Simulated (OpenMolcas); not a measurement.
**W⁴⁺ complex: multiconfigurational calculation**

System: W⁴⁺ with 6 ligands (Br; octahedron, 2.57 Å), neutralised by 6 outer point charges of +0.33 e, whose field is part of the energies.
Method: state-averaged CASSCF, active space 2 electrons in the shell 5d, basis ANO-RCC-VTZP on the metal and ANO-RCC-VDZP on the ligands, DKH2 scalar Hamiltonian, spin-orbit coupling by RASSI with atomic mean-field integrals (OpenMolcas).

## Key numbers

- outcome: converged
- energy of the lowest spin-free term: −31754.13539 hartree
- energy of the lowest spin-orbit level: −31754.14704 hartree
- largest spread among components of a term: 0.0 cm⁻¹
- hardware: 1 thread of Intel Xeon (Granite Rapids), 96 GiB of memory available, shared host
- wall time: 2.2 min
- peak memory: 0.68 GiB

## Remarks

Without dynamic correlation the splittings between terms come out too large, often by 20 to 50 %. Caveats: covalent bonds, ligand orbitals missing from the active space; distances are set from ionic radii, not optimised.

## Input file
```
&GATEWAY
Coord
7

W 0.0 0.0 0.0
Br 2.570000 0.000000 0.000000
Br 0.000000 2.570000 0.000000
Br -2.570000 0.000000 0.000000
Br 0.000000 -2.570000 0.000000
Br 0.000000 0.000000 2.570000
Br 0.000000 0.000000 -2.570000
Basis=W.ANO-RCC-VTZP,Br.ANO-RCC-VDZP
Group=XYZ
NoMove
AngMom=0.0 0.0 0.0
AMFI
RICD
XField
3 Angstrom 0
5.170000 0.000000 0.000000 0.333333
0.000000 5.170000 0.000000 0.333333
0.000000 0.000000 5.170000 0.333333
&SEWARD
&RASSCF
FileOrb=start.orb
Symmetry=1
Spin=3
nActEl=2 0 0
Inactive=69 73
Ras2=5 0
CIRoot=10 10 1
SDav=10
CIMx=300
Iter=150 100
PrWF=0.3
OrbListing=Nothing
MaxOrb=1
LevShft=1.0
>>> COPY $Project.JobIph JOB001
&RASSCF
FileOrb=start.orb
Symmetry=1
Spin=1
nActEl=2 0 0
Inactive=69 73
Ras2=5 0
CIRoot=15 15 1
SDav=15
CIMx=300
Iter=150 100
PrWF=0.3
OrbListing=Nothing
MaxOrb=0
LevShft=1.0
>>> COPY $Project.JobIph JOB002
&RASSI
NrOfJobIphs=2 10 15
1 2 3 4 5 6 7 8 9 10
1 2 3 4 5 6 7 8 9 10 11 12 13 14 15
IphNames
JOB001
JOB002
EJob
SpinOrbit
DIPRint=1.0
SOCoupling=1000.0
Subsets=2
Property=9
'ANGMOM' 1 'ANGMOM' 2 'ANGMOM' 3 'MLTPL  1' 1 'MLTPL  1' 2 'MLTPL  1' 3
'AMFI' 1 'AMFI' 2 'AMFI' 3
SOProperty=3
'ANGMOM' 1 'ANGMOM' 2 'ANGMOM' 3
```

The file start.orb holds starting orbitals from an earlier step. A driver script formed the levels outside the program, from RASSI's spin-orbit matrix and the active-space energies, averaged over the components of each term or state.

Command:
```bash
OMP_NUM_THREADS=1 MOLCAS_MEM=3686 MOLCAS_PROJECT=a pymolcas a.inp > a.log  # once for each step of the input, in one work folder
```

## Log (extracts)
```
--- SEWARD ---
Basis set label: W.ANO-RCC...8S7P5D3F2G1H.

      Electronic valence basis set:
      ------------------
      Associated Effective Charge  74.000000 au
      Associated Actual Charge     74.000000 au
      Nuclear Model: Point charge

      Shell  nPrim  nBasis  Cartesian Spherical Contaminant
         s      24       8        X
         p      21       7        X
         d      15       5                 X
         f      11       3                 X
         g       4       2                 X
         h       2       1                 X
                  Relativistic Douglas-Kroll-Hess integrals:
                    - DKH order of Hamiltonian: 2
                    - DKH order of Properties : 0
                  Atomic mean-field integrals
--- RASSCF ---
Wave function specifications:
      -----------------------------

      Number of closed shell electrons         284
      Number of electrons in active shells       2
      Max number of holes in RAS1 space          0
      Max nr of electrons in RAS3 space          0
      Number of inactive orbitals              142
      Number of active orbitals                  5
      Number of secondary orbitals             119
      Spin quantum number                      1.0
      State symmetry                             1
Orbital specifications:
      -----------------------

      Symmetry species                           1   2
                                                ag  au
      Frozen orbitals                            0   0
      Inactive orbitals                         69  73
      Active orbitals                            5   0
      RAS1 orbitals                              0   0
      RAS2 orbitals                              5   0
      RAS3 orbitals                              0   0
      Secondary orbitals                        58  61
      Deleted orbitals                           0   0
      Number of basis functions                132 134
      Number of CSFs                            10
      Number of root(s) required                10
      Iter CI   SX   CI       RASSCF       Energy    max ROT     max BLB   max BLB  Level Ln srch  Step   QN
          iter iter root      energy       change     param      element    value   shift minimum  type update
 Nr of preliminary CI iterations:   1
      Total energies have been shifted. Add               -31000.00 au
        1   1   18    0  -753.05381936    0.00E+00  -1.01E-01*  26  81 2  2.69E-01*  1.16   0.00    SX    NO
        2   1   18    0  -753.70233611   -6.49E-01* -9.69E-02   64  72 1  2.06E-01*  0.92   0.00    SX    NO
        3   1   18    0  -753.94119545   -2.39E-01* -6.55E-02   64  72 1  1.29E-01*  0.76   0.00    SX    NO
        4   1   18    0  -754.01196833   -7.08E-02*  3.06E-02   64  72 1  6.23E-02*  0.77   0.00    SX    NO
        5   1   17    0  -754.03399485   -2.20E-02* -4.28E-02   64  72 1  4.22E-02*  0.77   1.62    QN   YES
        6   1   16    0  -754.04785455   -1.39E-02* -1.39E-02   26  81 2 -9.10E-03*  0.78   1.19    QN   YES
        7   1   15    0  -754.04927358   -1.42E-03* -5.84E-03   22  84 1 -5.57E-03*  0.78   1.44    LS   YES
        8   1   15    0  -754.04941745   -1.44E-04*  1.72E-03   19 104 2 -4.30E-03*  0.78   1.04    QN   YES
        9   1   14    0  -754.04960647   -1.89E-04*  1.11E-03   22  84 1 -2.36E-03*  0.78   1.65    LS   YES
       10   1   13    0  -754.04964134   -3.49E-05* -5.04E-04   11  75 2 -1.45E-03*  0.78   1.01    QN   YES
       11   1   12    0  -754.04965530   -1.40E-05* -4.11E-04   22  84 1 -6.52E-04*  0.78   1.82    LS   YES
       12   1   12    0  -754.04965884   -3.53E-06*  2.06E-04   11  75 2  5.97E-04*  0.78   1.00    QN   YES
       13   1   11    0  -754.04966046   -1.63E-06*  1.14E-04   68  83 2 -1.83E-04*  0.78   1.55    LS   YES
       14   1   11    0  -754.04966070   -2.33E-07*  1.21E-04   64  72 1 -2.26E-04*  0.78   1.00    QN   YES
       15   1    9    0  -754.04966102   -3.28E-07*  8.63E-05   64  72 1 -1.06E-04*  0.78   1.72    LS   YES
       16   1    9    0  -754.04966109   -6.83E-08*  3.91E-05   19  83 2  7.37E-05   0.78   0.99    QN   YES
       17   1    8    0  -754.04966114   -4.76E-08*  4.60E-05   28  73 1 -4.01E-05   0.78   2.18    LS   YES
       18   1    9    0  -754.04966116   -1.91E-08*  2.20E-05   18 106 2  5.00E-05   0.78   0.96    QN   YES
       19   1    8    0  -754.04966117   -1.28E-08*  2.76E-05   64  72 1 -2.13E-05   0.78   1.85    QN   YES
       20   1    6    0  -754.04966118   -5.74E-09  -6.37E-06   68 132 2  5.32E-06   0.78   1.13    QN   YES
      Convergence after 20 iterations
       21   1    6    0  -754.04966118   -4.66E-10  -6.37E-06   68 132 2  3.53E-06   0.78   1.13    QN   YES
      Natural orbitals and occupation numbers for root  1
      sym 1:   0.985728   0.014272   0.014272   0.985728   0.000000
      Natural orbitals and occupation numbers for root  2
      sym 1:   0.985723   0.985723  -0.000000   0.014277   0.014277
      Natural orbitals and occupation numbers for root  3
      sym 1:   0.014508   0.985492  -0.000000   0.985492   0.014508
::    RASSCF root number  1 Total energy: -31754.13539237
::    RASSCF root number  2 Total energy: -31754.13539237
::    RASSCF root number  3 Total energy: -31754.13539237
::    RASSCF root number  4 Total energy: -31754.04122637
::    RASSCF root number  5 Total energy: -31754.04122637
::    RASSCF root number  6 Total energy: -31754.04122637
::    RASSCF root number  7 Total energy: -31754.00921361
::    RASSCF root number  8 Total energy: -31754.00921361
::    RASSCF root number  9 Total energy: -31754.00921361
::    RASSCF root number 10 Total energy: -31753.93911473
--- RASSCF ---
Wave function specifications:
      -----------------------------

      Number of closed shell electrons         284
      Number of electrons in active shells       2
      Max number of holes in RAS1 space          0
      Max nr of electrons in RAS3 space          0
      Number of inactive orbitals              142
      Number of active orbitals                  5
      Number of secondary orbitals             119
      Spin quantum number                      0.0
      State symmetry                             1
Orbital specifications:
      -----------------------

      Symmetry species                           1   2
                                                ag  au
      Frozen orbitals                            0   0
      Inactive orbitals                         69  73
      Active orbitals                            5   0
      RAS1 orbitals                              0   0
      RAS2 orbitals                              5   0
      RAS3 orbitals                              0   0
      Secondary orbitals                        58  61
      Deleted orbitals                           0   0
      Number of basis functions                132 134
      Number of CSFs                            15
      Number of root(s) required                15
      Iter CI   SX   CI       RASSCF       Energy    max ROT     max BLB   max BLB  Level Ln srch  Step   QN
          iter iter root      energy       change     param      element    value   shift minimum  type update
 Nr of preliminary CI iterations:   1
      Total energies have been shifted. Add               -31000.00 au
        1   1   11    0  -754.01076878    0.00E+00  -9.24E-03   73  88 1 -4.90E-03*  0.75   0.00    SX    NO
        2   1   12    0  -754.01127056   -5.02E-04*  5.05E-03   65  73 1 -3.50E-03*  0.75   0.00    SX    NO
        3   1   12    0  -754.01145808   -1.88E-04*  3.04E-03   65  73 1 -2.43E-03*  0.75   0.00    SX    NO
        4   1   11    0  -754.01153495   -7.69E-05*  1.78E-03   65  73 1 -1.79E-03*  0.75   0.00    SX    NO
        5   1   11    0  -754.01156802   -3.31E-05*  2.63E-03   65  73 1 -1.25E-03*  0.75   2.50    LS   YES
        6   1   11    0  -754.01159125   -2.32E-05* -9.16E-04   61  77 2 -1.42E-03*  0.75   1.26    QN   YES
        7   1   10    0  -754.01159396   -2.71E-06* -2.12E-04   61  77 2  1.29E-03*  0.75   0.71    QN   YES
        8   1    9    0  -754.01159536   -1.39E-06* -2.20E-04   61  84 1 -1.65E-04*  0.75   1.20    QN   YES
        9   1    9    0  -754.01159567   -3.15E-07* -2.48E-04   55  75 2 -1.29E-04*  0.75   2.13    LS   YES
       10   1    8    0  -754.01159575   -7.92E-08* -8.24E-05   61  77 2 -2.99E-04*  0.75   0.76    QN   YES
       11   1    8    0  -754.01159584   -8.74E-08* -4.24E-05   55  75 2 -7.08E-05   0.75   1.52    LS   YES
       12   1    7    0  -754.01159585   -1.18E-08*  4.00E-05   61  77 2  4.84E-05   0.75   1.03    QN   YES
       13   1    7    0  -754.01159587   -1.67E-08*  5.30E-05   61  77 2  3.68E-05   0.75   1.84    QN   YES
       14   1    5    0  -754.01159587   -9.44E-09  -3.86E-06   61  84 1  9.58E-06   0.75   1.05    QN   YES
      Convergence after 14 iterations
       15   1    5    0  -754.01159588   -4.87E-10  -3.86E-06   61  84 1  5.61E-06   0.75   1.05    QN   YES
      Natural orbitals and occupation numbers for root  1
      sym 1:   0.975823   1.007875   0.000000   0.009607   0.006695
      Natural orbitals and occupation numbers for root  2
      sym 1:   0.007837   0.995629   0.008535   0.987999   0.000000
      Natural orbitals and occupation numbers for root  3
      sym 1:   1.003226   0.009130   0.007074   0.980570   0.000000
::    RASSCF root number  1 Total energy: -31754.09547087
::    RASSCF root number  2 Total energy: -31754.09547087
::    RASSCF root number  3 Total energy: -31754.09547087
::    RASSCF root number  4 Total energy: -31754.09425547
::    RASSCF root number  5 Total energy: -31754.09425547
::    RASSCF root number  6 Total energy: -31754.04438845
::    RASSCF root number  7 Total energy: -31754.00347081
::    RASSCF root number  8 Total energy: -31754.00347081
::    RASSCF root number  9 Total energy: -31754.00347081
::    RASSCF root number 10 Total energy: -31753.99292411
::    RASSCF root number 11 Total energy: -31753.99292411
::    RASSCF root number 12 Total energy: -31753.99292411
::    RASSCF root number 13 Total energy: -31753.90263040
::    RASSCF root number 14 Total energy: -31753.90263040
::    RASSCF root number 15 Total energy: -31753.86018055
--- RASSI ---
SPIN-FREE ENERGIES:
  (Shifted by EMIN (a.u.) =     -31754.1353923681)

 SF State       Relative EMIN(au)   Rel lowest level(eV)    D:o, cm**(-1)

     1             0.0000000000        0.0000000000              0.0000
     2             0.0000000000        0.0000000000              0.0000
     3             0.0000000000        0.0000000000              0.0000
    11             0.0399214988        1.0863193240           8761.7562
    12             0.0399214988        1.0863193240           8761.7562
    13             0.0399214995        1.0863193414           8761.7564
    14             0.0411368933        1.1193918930           9028.5045
    15             0.0411368941        1.1193919131           9028.5047
    16             0.0910039131        2.4763426292          19973.0503
     4             0.0941659980        2.5623873422          20667.0477
     5             0.0941659980        2.5623873422          20667.0477
     6             0.0941659980        2.5623873422          20667.0477
     7             0.1261787537        3.4334988030          27693.0355
     8             0.1261787547        3.4334988312          27693.0357
     9             0.1261787547        3.4334988312          27693.0357
    17             0.1319215546        3.5897683777          28953.4346
    18             0.1319215546        3.5897683777          28953.4346
    19             0.1319215552        3.5897683938          28953.4347
    20             0.1424682566        3.8767587586          31268.1681
    21             0.1424682571        3.8767587731          31268.1682
    22             0.1424682576        3.8767587857          31268.1683
    10             0.1962776351        5.3409865390          43077.9616
    23             0.2327619677        6.3337758054          51085.3470
    24             0.2327619677        6.3337758054          51085.3470
    25             0.2752118216        7.4888951779          60402.0131
     Dipole printing threshold changed to   1.00000000E+00
Eigenvalues of complex Hamiltonian:
   -----------------------------------
  (Shifted by EMIN (a.u.) =     -31754.1353923681)

 SO State       Relative EMIN(au)   Rel lowest level(eV)    D:o, cm**(-1)

     1            -0.0116459994        0.0000000000              0.0000
     2            -0.0116459993        0.0000000010              0.0000
     3            -0.0104949491        0.0313216742            252.6263
     4            -0.0104949491        0.0313216729            252.6263
     5            -0.0104949491        0.0313216746            252.6263
     6             0.0055239647        0.4672185242           3768.3715
     7             0.0055239647        0.4672185243           3768.3715
     8             0.0055239647        0.4672185242           3768.3715
     9             0.0102464898        0.5957249779           4804.8460
    10             0.0383479222        1.3604039101          10972.3975
    11             0.0383479222        1.3604039102          10972.3975
    12             0.0383479228        1.3604039263          10972.3976
    13             0.0412543283        1.4394912495          11610.2799
    14             0.0412543290        1.4394912685          11610.2801
    15             0.0883362379        2.7206552753          21943.5647
    16             0.0894049397        2.7497361334          22178.1176
    17             0.0919439073        2.8188249621          22735.3566
    18             0.0919439075        2.8188249672          22735.3566
    19             0.0919439075        2.8188249662          22735.3566
    20             0.0962104393        2.9349232131          23671.7521
    21             0.0962104393        2.9349232126          23671.7521
    22             0.0962104395        2.9349232161          23671.7522
    23             0.0969566005        2.9552272928          23835.5156
    24             0.0969566004        2.9552272902          23835.5156
    25             0.1208614236        3.6057106678          29082.0178
    26             0.1220787961        3.6388370617          29349.2002
    27             0.1220787962        3.6388370631          29349.2002
    28             0.1220787966        3.6388370733          29349.2003
    29             0.1232906297        3.6718127316          29615.1669
    30             0.1232906300        3.6718127419          29615.1670
    31             0.1232906300        3.6718127401          29615.1670
    32             0.1326285384        3.9259101720          31664.6010
    33             0.1326285392        3.9259101947          31664.6012
    34             0.1399679491        4.1256257124          33275.4155
    35             0.1399679494        4.1256257200          33275.4155
    36             0.1399679494        4.1256257192          33275.4155
    37             0.1448295687        4.2579171222          34342.4176
    38             0.1448295692        4.2579171354          34342.4177
    39             0.1448295697        4.2579171477          34342.4178
    40             0.1995802213        5.7477582754          46358.7969
    41             0.1995802213        5.7477582757          46358.7969
Weights of the five most important spin-orbit-free states for each spin-orbit state.

 SO State  Total energy (au)           Spin-free states, spin, and weights
 -------------------------------------------------------------------------------------------------------
    1        -0.011646       2 1.0  0.5560    3 1.0  0.3544   14 0.0  0.0379    1 1.0  0.0261    4 1.0  0.0145
    2        -0.011646       1 1.0  0.5982    3 1.0  0.2699    2 1.0  0.0683   15 0.0  0.0379    5 1.0  0.0135
    3        -0.010495       3 1.0  0.4730    1 1.0  0.4722   13 0.0  0.0337    6 1.0  0.0068    4 1.0  0.0068
    4        -0.010495       3 1.0  0.4728    2 1.0  0.4722   11 0.0  0.0336    5 1.0  0.0068    6 1.0  0.0068
    5        -0.010495       2 1.0  0.4730    1 1.0  0.4728   12 0.0  0.0340    5 1.0  0.0068    4 1.0  0.0068
    6         0.005524       3 1.0  0.4937    1 1.0  0.4916    6 1.0  0.0047    4 1.0  0.0047   20 0.0  0.0024
    7         0.005524       3 1.0  0.4937    2 1.0  0.4916    6 1.0  0.0047    5 1.0  0.0047   22 0.0  0.0024
    8         0.005524       2 1.0  0.4937    1 1.0  0.4937    5 1.0  0.0047    4 1.0  0.0047   21 0.0  0.0024
    9         0.010246       2 1.0  0.3182    3 1.0  0.3182    1 1.0  0.3182   16 0.0  0.0363    9 1.0  0.0030
   10         0.038348      12 0.0  0.8782   11 0.0  0.0362    2 1.0  0.0205    1 1.0  0.0201    5 1.0  0.0178
   11         0.038348      11 0.0  0.8782   12 0.0  0.0362    2 1.0  0.0205    3 1.0  0.0201    5 1.0  0.0177
   12         0.038348      13 0.0  0.9144    3 1.0  0.0205    1 1.0  0.0205    6 1.0  0.0178    4 1.0  0.0177
```

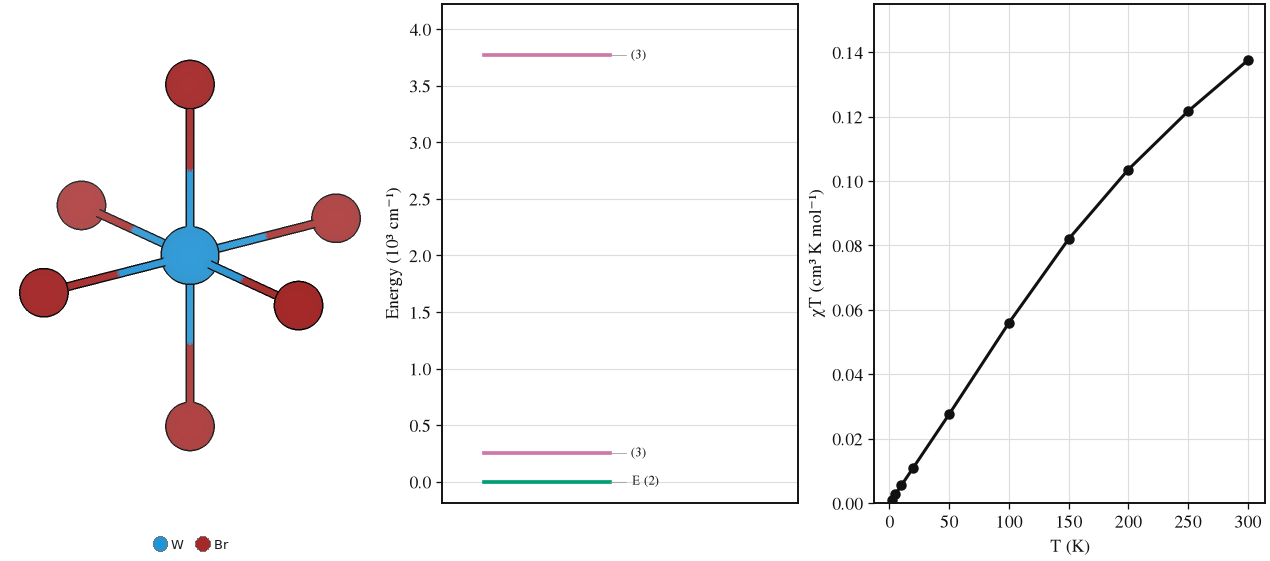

Figure 1. W⁴⁺ (5d²) with 6 ligands, Br⁻, at 2.57 Å (arrangement: octahedron, Oh), neutralised by outer point charges of +0.33 e, and its levels and susceptibility. Labels give the representation in O, Td, D4 or D3 as the site allows (double group for half-integer spin) where it could be assigned and, in brackets, the degeneracy; spin-free states, where drawn, share the zero of the spin-orbit levels. Powder susceptibility by Van Vleck's formula. The ground level is E, doubly degenerate, 96 % from states of spin multiplicity 3. Its principal g values are all close to zero. The next level lies at 253 cm⁻¹. χT is close to 0 cm³ K mol⁻¹ at 2 K and 0.137 at 300 K, an effective moment of 1.05 μB. The active orbitals hold 69 to 88 % metal character (Löwdin), and the Mulliken charge of the metal is +0.93.
